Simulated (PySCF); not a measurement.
# SeBr₂: magnetic properties

Wanted: magnetic properties for SeBr₂ (`Br[Se]Br`).

Programs: PySCF 2.14.0, with routines of our own; each step states its level. All values are computed. Atoms count from 0.

## 1. The starting structure

3 atoms, charge 0, multiplicity 1; geometry from: GFN2-xTB.

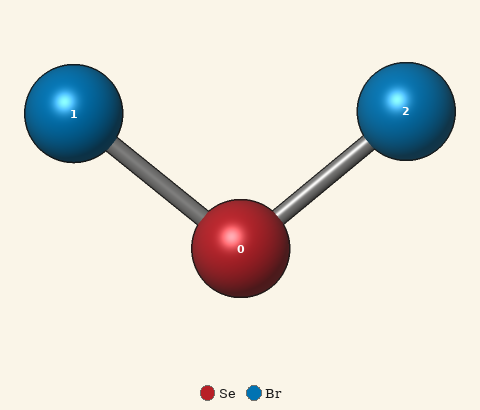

The starting geometry (selenium red, bromine blue).

## 2. Magnetic properties: GIAO BP86/def2-SVP

What the job is given:

```
{"job": {"kind": "mag", "xc": "BP86", "basis": "def2-SVP"}, "charge": 0, "multiplicity": 1}
Se     0.004710    -0.006820    -0.970940
Br     1.777310    -0.018840     0.495000
Br    -1.782020     0.025660     0.475940
```

Method: GIAO BP86/def2-SVP magnetisability, rotational g tensor and spin-rotation constants, non-relativistic, gas phase.

Run with:

```sh
OMP_NUM_THREADS=1 python excited_run.py task.json out
```

This one command runs all jobs of the session in turn.

Log:

```text
coarse grid: 22000 points
cycle   1  E = -7549.7738631187  dE = -2.731e+00  |g| = 3.086e-01  |ddm| = 2.258e+00
cycle   2  E = -7549.7483971975  dE =  2.547e-02  |g| = 4.032e-01  |ddm| = 6.286e-01
cycle   3  E = -7549.7790191758  dE = -3.062e-02  |g| = 1.608e-01  |ddm| = 6.265e-01
cycle   4  E = -7549.7865903489  dE = -7.571e-03  |g| = 1.455e-02  |ddm| = 2.132e-01
cycle   5  E = -7549.7866391690  dE = -4.882e-05  |g| = 3.566e-03  |ddm| = 2.469e-02
cycle   6  E = -7549.7866429326  dE = -3.764e-06  |g| = 9.367e-04  |ddm| = 5.512e-03
final grid: 39224 points
cycle   7  E = -7549.7865330957  dE =  4.848e-08  |g| = 1.102e-03  |ddm| = 2.255e-03
cycle   8  E = -7549.7865327540  dE =  3.417e-07  |g| = 1.487e-03  |ddm| = 2.850e-03
cycle   9  E = -7549.7865334140  dE = -6.600e-07  |g| = 4.037e-04  |ddm| = 1.967e-03
cycle  10  E = -7549.7865334583  dE = -4.433e-08  |g| = 4.133e-05  |ddm| = 5.317e-04
cycle  11  E = -7549.7865334587  dE = -3.602e-10  |g| = 2.978e-06  |ddm| = 4.956e-05
converged SCF energy = -7549.7865334587

Magnetisability tensor (1e-30 J/T^2)
    -1423.87        4.17       -0.79
        4.17    -1090.70       -1.66
       -0.79       -1.66    -1331.20
isotropic -1281.92   principal values   -1423.92  -1331.21  -1090.63
isotropic susceptibility -77.199 1e-6 cm^3/mol

Inertial axes            a          b          c
rot. const./GHz      4.4906     1.0108     0.8251
chi total           -85.751    -80.167    -65.679
chi diamagnetic    -300.761  -1036.232  -1237.835
chi paramagnetic    215.010    956.065   1172.156
quadrupole/D A        1.663      2.928     -4.591
g nuclear            0.4346     0.4467     0.4445
g electronic        -0.4536    -0.4540    -0.4543
g total             -0.0189    -0.0073    -0.0098

Spin-rotation constants (kHz, H = +C I.J)
atom  isotope        aa         bb         cc
  1   79Br        2.277      1.352      2.800
  2   79Br        2.285      1.353      2.793
  0   77Se*      17.596      3.604      2.925
* in the singly substituted isotopologue
```

It took 9.1 s on 1 thread of Arm Neoverse V1, shared host; peak memory 0.49 GiB.

From this job:

```csv
quantity,value
magnetisability,-1282·10⁻³⁰ J/T²
molar susceptibility,-77.2·10⁻⁶ cm³/mol
"rotational g (a, b, c)","-0.0189, -0.0073, -0.0098"
```

## 3. Magnetic properties: GIAO KT2/def2-SVP

What the job is given:

```
{"job": {"kind": "mag", "xc": "KT2", "basis": "def2-SVP"}, "charge": 0, "multiplicity": 1}
Se     0.004710    -0.006820    -0.970940
Br     1.777310    -0.018840     0.495000
Br    -1.782020     0.025660     0.475940
```

Method: GIAO KT2/def2-SVP magnetisability, rotational g tensor and spin-rotation constants, non-relativistic, gas phase.

Log:

```text
coarse grid: 22000 points
cycle   1  E = -7577.8186529050  dE = -2.731e+00  |g| = 2.895e-01  |ddm| = 2.233e+00
cycle   2  E = -7577.7962730228  dE =  2.238e-02  |g| = 3.856e-01  |ddm| = 6.701e-01
cycle   3  E = -7577.8254791527  dE = -2.921e-02  |g| = 1.404e-01  |ddm| = 5.872e-01
cycle   4  E = -7577.8312946886  dE = -5.816e-03  |g| = 7.881e-03  |ddm| = 1.863e-01
cycle   5  E = -7577.8313090253  dE = -1.434e-05  |g| = 1.903e-03  |ddm| = 1.044e-02
cycle   6  E = -7577.8313102058  dE = -1.181e-06  |g| = 3.557e-04  |ddm| = 3.088e-03
final grid: 39224 points
cycle   7  E = -7577.8311814923  dE = -8.385e-08  |g| = 4.088e-04  |ddm| = 1.068e-03
cycle   8  E = -7577.8311814602  dE =  3.208e-08  |g| = 5.210e-04  |ddm| = 1.086e-03
cycle   9  E = -7577.8311815425  dE = -8.230e-08  |g| = 7.098e-05  |ddm| = 6.736e-04
cycle  10  E = -7577.8311815441  dE = -1.624e-09  |g| = 1.396e-05  |ddm| = 1.324e-04
cycle  11  E = -7577.8311815442  dE = -4.911e-11  |g| = 2.366e-06  |ddm| = 2.177e-05
converged SCF energy = -7577.8311815442

Magnetisability tensor (1e-30 J/T^2)
    -1426.58        4.22       -0.79
        4.22    -1089.92       -1.68
       -0.79       -1.68    -1332.64
isotropic -1283.05   principal values   -1426.64  -1332.64  -1089.86
isotropic susceptibility -77.267 1e-6 cm^3/mol

Inertial axes            a          b          c
rot. const./GHz      4.4906     1.0108     0.8251
chi total           -85.914    -80.254    -65.633
chi diamagnetic    -300.694  -1036.064  -1237.589
chi paramagnetic    214.780    955.810   1171.956
quadrupole/D A        1.822      2.915     -4.737
g nuclear            0.4346     0.4467     0.4445
g electronic        -0.4531    -0.4539    -0.4543
g total             -0.0185    -0.0072    -0.0098

Spin-rotation constants (kHz, H = +C I.J)
atom  isotope        aa         bb         cc
  1   79Br        2.121      1.254      2.632
  2   79Br        2.128      1.256      2.626
  0   77Se*      16.515      3.386      2.757
* in the singly substituted isotopologue
```

Run time: 8.9 s. Hardware: 1 thread of Arm Neoverse V1, shared host; peak memory 0.49 GiB.

From this job:

| quantity | value |
| --- | --- |
| magnetisability | -1283·10⁻³⁰ J/T² |
| molar susceptibility | -77.3·10⁻⁶ cm³/mol |
| rotational g (a, b, c) | -0.0185, -0.0072, -0.0098 |

## 4. The levels compared

```csv
level,ξ (10⁻³⁰ J/T²),g(a),g(b),gap (eV),functions,time
GIAO BP86/def2-SVP,-1282,-0.0189,-0.0073,1.86,96,9.1 s
GIAO KT2/def2-SVP,-1283,-0.0185,-0.0072,1.86,96,8.9 s
```

## 5. What came out

```
                                           quantity                      value
       magnetisability (step 2, GIAO BP86/def2-SVP)           -1282·10⁻³⁰ J/T²
  molar susceptibility (step 2, GIAO BP86/def2-SVP)         -77.2·10⁻⁶ cm³/mol
rotational g (a, b, c) (step 2, GIAO BP86/def2-SVP)  -0.0189, -0.0073, -0.0098
                    magnetisability over the levels  -1283 to -1282·10⁻³⁰ J/T²
```

In words: Steps that list no spin-orbit terms leave them out, which matters at and beside the heavy atoms. The magnetisability spreads by 0.1 % over 2 levels of like cost. Two levels can agree by chance, so this spread shows no convergence. Vibrational averaging and real surroundings are missing from these values.
